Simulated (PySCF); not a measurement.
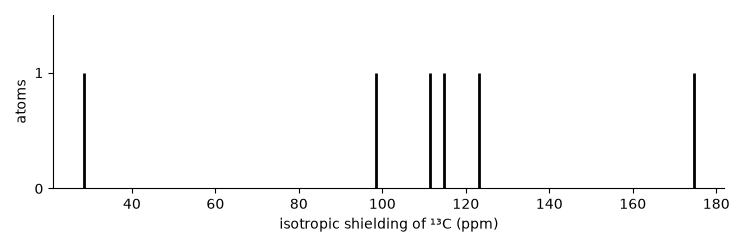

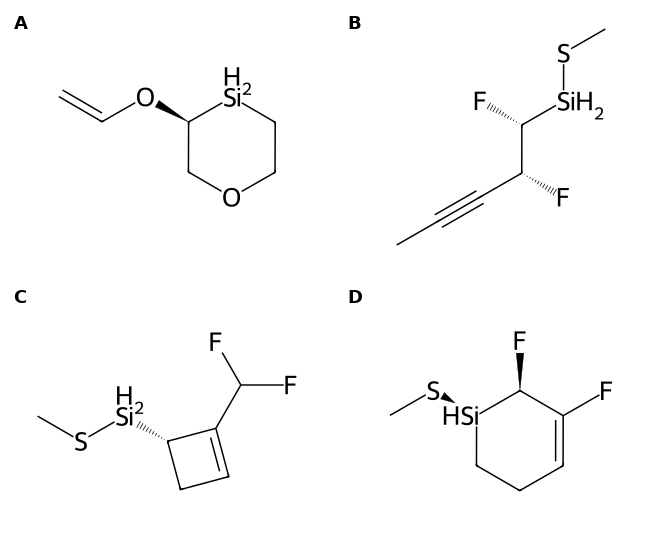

The sticks are computed shieldings of one of the molecules, for one fixed geometry (GFN2-xTB) without averaging over rotations. Low shielding means a high chemical shift. Method: GIAO PBE0/pcSseg-1 NMR shielding, non-relativistic, gas phase (PySCF 2.14.0).

Match the spectrum to a structure.

Answer. A, `C=CO[C@@H]1COCC[SiH2]1`. Its 6 C atoms give lines at 28.4, 98.5, 111.4, 114.7, 123.1, 174.6 ppm.

The geometry is semi-empirical. Around Si such bond lengths and angles can be off by a tenth of an ångström or more and by several degrees, and values that hang on the shape move with them.
